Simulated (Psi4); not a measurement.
**A workflow on CH3F2Si (SMILES C[Si](F)F)**

Wanted: a series of 8 runs (UPBE0-D4/def2-SVP) of CH3F2Si. 

The results are computed with Psi4 1.11.

## Step 1: Starting point

CH3F2Si: 7 atoms, total charge 0, spin state doublet. As SMILES, `C[Si](F)F`. Geometry: relaxed at PBE0-D4/def2-TZVP.

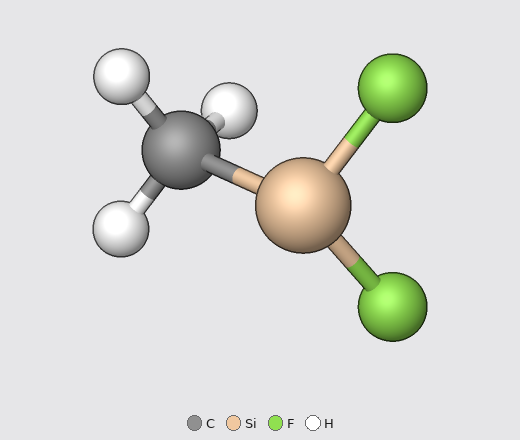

The structure, seen from a chosen angle (carbon grey, silicon light orange, fluorine green, hydrogen white).

## Step 2: The energy at UPBE0-D4/def2-SVP (density fitting) (run 1)

job.dat reads:

```
memory 1.6 GB

molecule mol {
  0 2
  C
  Si 1 1.860228
  F 2 1.597836 1 108.69711
  F 2 1.597863 3 106.09337 1 -116.72125
  H 1 1.091079 2 110.51988 3 -176.80681
  H 1 1.09114 5 108.9796 2 121.66287
  H 1 1.094369 5 109.04215 6 118.9106
  symmetry c1
}

set {
  basis     def2-SVP
  reference uks
}

e_tot, wfn = energy("pbe0-d4", return_wfn=True)
print_variables()
```

On the command line:

```
$ psi4 -n 1 job.dat job.out
```

job.out:

```text
[...]
  Running in c1 symmetry.
[...]
  Nuclear repulsion =  171.902819615369083
[...]
  Multiplicity = 2
[...]
  Nalpha       = 21
  Nbeta        = 20
[...]
    Number of basis functions: 75
[...]
   @DF-UKS iter   1:  -528.29861765461840   -3.45877e-01   9.55519e-03 DIIS/ADIIS
[...]
   @DF-UKS iter   8:  -528.52961667999375   -3.49185e-08   6.96541e-07 DIIS
[...]
   @S^2 Observed:                7.513767173E-01
[...]
    Orbital Energies [Eh]
    ---------------------
    Alpha Occupied:
       1A    -66.315346     2A    -24.765710     3A    -24.765622
       4A    -10.243709     5A     -5.400570     6A     -3.739617
       7A     -3.738946     8A     -3.735473     9A     -1.210326
      10A     -1.190669    11A     -0.740297    12A     -0.570828
      13A     -0.507751    14A     -0.481858    15A     -0.477265
      16A     -0.453142    17A     -0.437482    18A     -0.436749
      19A     -0.421824    20A     -0.389731    21A     -0.235318
    Alpha Virtual:
      22A      0.053349    23A      0.065466    24A      0.073587
      25A      0.125914    26A      0.131782    27A      0.176273
[...]
  @DF-UKS Final Energy:  -528.52961667999375
   => Energetics <=
    Nuclear Repulsion Energy =            171.9028196153690828
    One-Electron Energy =               -1074.8103708589142116
    Two-Electron Energy =                 410.8028813572877311
    DFT Exchange-Correlation Energy =     -36.4215135413630975
    Empirical Dispersion Energy =          -0.0034332523731833
    VV10 Nonlocal Energy =                  0.0000000000000000
    Total Energy =                       -528.5296166799937509
[...]
 Multipole Moments:
 ------------------------------------------------------------------------------------
     Multipole            Electronic (a.u.)      Nuclear  (a.u.)        Total (a.u.)
 ------------------------------------------------------------------------------------
 L = 1.  Multiply by 2.5417464519 to convert [e a0] to [Debye]
 Dipole X            :          1.1912444           -1.5779741           -0.3867297
 Dipole Y            :         -0.7581758            1.0040562            0.2458804
 Dipole Z            :          6.4384875           -7.1317118           -0.6932243
 Magnitude           :                                                    0.8310096
[...]
```

It took 8.7 s on 1 thread of AMD EPYC 7R43 (Zen 3), shared host; peak memory 0.49 GiB.

## Step 3: The distorted shape: a single-point energy at UPBE0-D4/def2-SVP (density fitting) (run 2)

input.dat reads:

```
memory 1600 MB

molecule {
  0 2
  C
  Si 1 r2
  F 2 r3 1 a3
  F 2 r4 3 a4 1 d4
  H 1 r5 2 a5 3 d5
  H 1 r6 5 a6 2 d6
  H 1 r7 6 a7 5 d7

  r2 = 1.860228
  r3 = 1.597836
  a3 = 108.69711
  r4 = 1.597863
  a4 = 106.09337
  d4 = -116.72125
  r5 = 1.091079
  a5 = 110.51988
  d5 = -176.80681
  r6 = 0.927501
  a6 = 108.97962
  d6 = 121.66287
  r7 = 1.094369
  a7 = 109.02821
  d7 = -118.9193
  symmetry c1
}

set globals {
  basis def2-SVP
  reference uks
}

set reference uhf
set stability_analysis follow
set max_attempts 5
energy("scf")
set reference uks
set stability_analysis none
set guess read
set guess_mix false

e, wfn = energy("pbe0-d4", return_wfn=True)
print_variables()
```

On the command line:

```
$ psi4 input.dat output.dat -n 1
```

output.dat:

```text
[...]
  Running in c1 symmetry.
[...]
  Nuclear repulsion =  172.691585089372666
[...]
  Multiplicity = 2
[...]
  Nalpha       = 21
  Nbeta        = 20
[...]
    Number of basis functions: 75
[...]
   @DF-UHF iter   1:  -527.09226549937284   -7.37241e-01   6.50610e-03 DIIS/ADIIS
[...]
   @DF-UKS iter   7:  -528.50340691929819   -3.50220e-08   6.63327e-07 DIIS
[...]
   @S^2 Observed:                7.513799484E-01
[...]
    Orbital Energies [Eh]
    ---------------------
    Alpha Occupied:
       1A    -66.315136     2A    -24.765950     3A    -24.765403
       4A    -10.228380     5A     -5.400441     6A     -3.739480
       7A     -3.738826     8A     -3.735332     9A     -1.210348
      10A     -1.190686    11A     -0.757100    12A     -0.572491
      13A     -0.508486    14A     -0.484230    15A     -0.478489
      16A     -0.461800    17A     -0.442768    18A     -0.436999
      19A     -0.425266    20A     -0.391513    21A     -0.235304
    Alpha Virtual:
      22A      0.052323    23A      0.065690    24A      0.080042
      25A      0.129797    26A      0.148051    27A      0.177620
[...]
  @DF-UKS Final Energy:  -528.50340691929819
   => Energetics <=
    Nuclear Repulsion Energy =            172.6915850893726656
    One-Electron Energy =               -1076.2490433594630304
    Two-Electron Energy =                 411.5281587655342150
    DFT Exchange-Correlation Energy =     -36.4706670586675941
    Empirical Dispersion Energy =          -0.0034403560743665
    VV10 Nonlocal Energy =                  0.0000000000000000
    Total Energy =                       -528.5034069192981860
[...]
 Multipole Moments:
 ------------------------------------------------------------------------------------
     Multipole            Electronic (a.u.)      Nuclear  (a.u.)        Total (a.u.)
 ------------------------------------------------------------------------------------
 L = 1.  Multiply by 2.5417464519 to convert [e a0] to [Debye]
 Dipole X            :          1.0666808           -1.4522044           -0.3855236
 Dipole Y            :         -0.8226255            1.0696480            0.2470226
 Dipole Z            :          6.3864240           -7.0785609           -0.6921369
 Magnitude           :                                                    0.8298808
[...]
```

It took 10 s on 1 thread of AMD EPYC 7R43 (Zen 3), shared host; peak memory 0.49 GiB.

Runs 3 to 7 aren't shown in full; the table further down has their settings and results.

## Step 4: The distorted shape: a single-point energy at UPBE0-D4/def2-SVP (density fitting) (run 8)

input.dat reads:

```
memory 1600 MB

molecule {
  0 2
  C     -1.327990    -1.028383    -0.968593
  Si    -0.268690    -2.547783    -0.796093
  F      0.023610    -2.794983     0.755207
  F     -1.104690    -3.814183    -1.296593
  H     -1.592990    -0.863583    -2.014093
  H      0.252700     1.607700     0.157300
  H     -2.243590    -1.171083    -0.386393
  symmetry c1
}

set {
  reference uks
}

set reference uhf
set stability_analysis follow
set max_attempts 5
energy("scf/def2-SVP")
set reference uks
set stability_analysis none
set guess read
set guess_mix false

e = energy("pbe0-d4/def2-SVP")
```

On the command line:

```
$ psi4 -n 1 input.dat output.dat
```

output.dat:

```text
[...]
  Running in c1 symmetry.
[...]
  Nuclear repulsion =  167.444800945042260
[...]
  Multiplicity = 2
[...]
  Nalpha       = 21
  Nbeta        = 20
[...]
    Number of basis functions: 75
[...]
   @DF-UHF iter   1:  -526.76511884687955   -9.09307e-01   7.80918e-03 DIIS/ADIIS
[...]
   @DF-UKS iter   8:  -528.34403739969821   -3.81741e-08   8.69766e-07 DIIS
[...]
   @S^2 Observed:                1.753372383E+00
[...]
    Orbital Energies [Eh]
    ---------------------
    Alpha Occupied:
       1A    -66.319404     2A    -24.772341     3A    -24.766535
       4A    -10.277467     5A     -5.402860     6A     -3.743341
       7A     -3.740527     8A     -3.736481     9A     -1.211437
      10A     -1.190895    11A     -0.732215    12A     -0.565117
      13A     -0.506753    14A     -0.479974    15A     -0.474793
      16A     -0.450478    17A     -0.439401    18A     -0.432827
      19A     -0.394133    20A     -0.339455    21A     -0.304154
    Alpha Virtual:
      22A     -0.090739    23A      0.077409    24A      0.082208
      25A      0.095268    26A      0.128872    27A      0.178383
[...]
  @DF-UKS Final Energy:  -528.34403739969821
   => Energetics <=
    Nuclear Repulsion Energy =            167.4448009450422603
    One-Electron Energy =               -1065.5685441428231570
    Two-Electron Energy =                 406.1215440100531850
    DFT Exchange-Correlation Energy =     -36.3383953103208910
    Empirical Dispersion Energy =          -0.0034429016496078
    VV10 Nonlocal Energy =                  0.0000000000000000
    Total Energy =                       -528.3440373996982089
[...]
 Multipole Moments:
 ------------------------------------------------------------------------------------
     Multipole            Electronic (a.u.)      Nuclear  (a.u.)        Total (a.u.)
 ------------------------------------------------------------------------------------
 L = 1.  Multiply by 2.5417464519 to convert [e a0] to [Debye]
 Dipole X            :          1.5938675           -1.7889286           -0.1950611
 Dipole Y            :         -7.7181955            8.2310220            0.5128265
 Dipole Z            :          0.6429118           -1.0662845           -0.4233727
 Magnitude           :                                                    0.6930255
[...]
```

Run time: 13 s. Hardware: 1 thread of AMD EPYC 7R43 (Zen 3), shared host; peak memory 0.48 GiB.

## Step 5: The series

```tsv
run	start	partner	energy (Eh)	dipole moment (D)	HOMO energy (eV)	LUMO energy (eV)	wall time
1	–	base	-528.529617	2.11	-6.40	-2.34	8.7 s
2	stable UHF solution	C1–H6 0.93 Å	-528.503407	2.11	-6.40	-2.35	10 s
3	stable UHF solution	C1–H6 1.25 Å	-528.518286	2.09	-6.41	-2.34	11 s
4	stable UHF solution	C1–H6 1.42 Å	-528.493130	2.04	-6.43	-2.35	11 s
5	stable UHF solution	C1–H6 1.64 Å	-528.454092	1.95	-6.47	-2.37	12 s
6	stable UHF solution	C1–H6 1.96 Å	-528.399877	1.81	-6.54	-2.54	14 s
7	stable UHF solution	C1–H6 2.40 Å	-528.362554	1.80	-6.56	-2.93	13 s
8	stable UHF solution	C1–H6 3.27 Å	-528.344037	1.76	-6.48	-3.23	13 s
```

## Step 6: Outcome

| quantity | value |
| --- | --- |
| distorted shape, run 8: total energy | -528.34404 Eh |
| distorted shape, run 8: dipole moment | 1.76 D |
| distorted shape, run 8: HOMO energy (highest over α and β) | -6.48 eV |
| distorted shape, run 8: LUMO energy (lowest over α and β) | -3.23 eV |
| distorted shape, run 8: dispersion energy | -9.04 kJ/mol |
| distorted shape, run 8: ⟨S²⟩ | 1.753 |
| energy change with the C1–H6 bond stretched from 1.091 to 3.273 Å | 5.050 eV |
| energy change with the C1–H6 bond shortened from 1.091 to 0.928 Å | 0.713 eV |
| energy change with the C1–H6 bond stretched from 1.091 to 1.418 Å | 0.993 eV |
| energy change with the C1–H6 bond stretched from 1.091 to 1.255 Å | 0.308 eV |
| energy change with the C1–H6 bond stretched from 1.091 to 2.401 Å | 4.546 eV |
| energy change with the C1–H6 bond stretched from 1.091 to 1.964 Å | 3.530 eV |
| energy change with the C1–H6 bond stretched from 1.091 to 1.637 Å | 2.055 eV |

In words: With the C1–H6 bond stretched from 1.091 to 3.273 Å the energy rises by 5.05 eV (116 kcal/mol). The first shape isn't relaxed at this level, so the change isn't measured from a minimum. With the C1–H6 bond shortened from 1.091 to 0.928 Å the energy rises by 0.71 eV (16.4 kcal/mol). With the C1–H6 bond stretched from 1.091 to 1.418 Å the energy rises by 0.99 eV (95.8 kJ/mol). With the C1–H6 bond stretched from 1.091 to 1.255 Å the energy rises by 0.31 eV (7.1 kcal/mol). With the C1–H6 bond stretched from 1.091 to 2.401 Å the energy rises by 4.55 eV (105 kcal/mol). With the C1–H6 bond stretched from 1.091 to 1.964 Å the energy rises by 3.53 eV (81 kcal/mol). The lowest energy is that of run 1; the highest lies 5.050 eV above it. Spin contamination of the reference: run 8 ⟨S²⟩ = 1.75, run 7 ⟨S²⟩ = 1.47. Where it is this large, the reference is a mixture of spin states, and values that rest on it are in doubt. All runs together took 92 s, the longest 14 s.
